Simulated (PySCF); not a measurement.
```xyz
16

C     3.2005   -0.6925    0.4128
C     2.4818    0.0760   -0.6841
O     2.9266    0.1782   -1.8210
C     1.2743    0.6438   -0.2790
C     0.0520    0.9337   -0.0065
O    -1.0265    0.0642   -0.1653
C    -2.2350    0.4856    0.1271
C    -3.2930   -0.5360   -0.1231
S    -2.5737    1.9841    0.7029
H     2.6560   -1.6086    0.6341
H     3.2530   -0.0943    1.3186
H     4.2009   -0.9450    0.0720
H    -0.2826    1.9034    0.3915
H    -4.2432   -0.2063    0.2856
H    -3.3967   -0.6901   -1.1975
H    -3.0018   -1.4871    0.3204
```

Geometry: GFN2-xTB.

Computed with UKS B3LYP, pcH-1 on C H O S, non-relativistic, mean-field spin-orbit, GIAO in PySCF 2.14.0, density-fitted response routines.

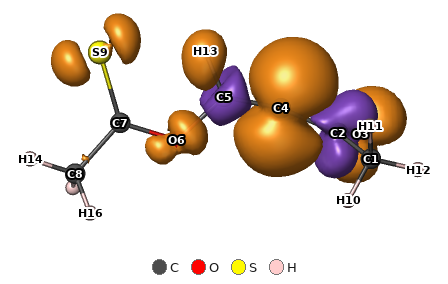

C6H7O2S (SMILES CC(=O)/[C]=C\OC(C)=S) (doublet). Isosurfaces of the spin density (α minus β) at +0.015 (orange) and −0.015 e/Å³ (purple), seen across its widest extent.

### Where is the unpaired spin?

The unpaired spin (1 electron) lies mostly on C4 (about 0.5) and O3 (about 0.3), in electrons by Hirshfeld's partition.
